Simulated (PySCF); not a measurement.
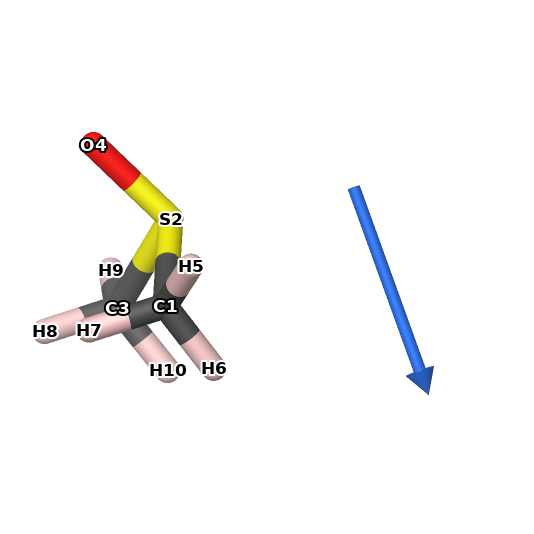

The arrow beside the molecule shows the direction of the dipole moment, from the negative to the positive end (its length means nothing). The computed structure is the end point of a GFN2-xTB optimisation. No frequency run is at hand to confirm it as a minimum. Level of theory: CAM-B3LYP/def2-SVPD, gas phase (PySCF 2.14.0).

Question: Estimate the dipole moment.

Answer: 4.06 D; it points from the side of O4 to the side of H6, H10 (the outermost atoms at the two ends).
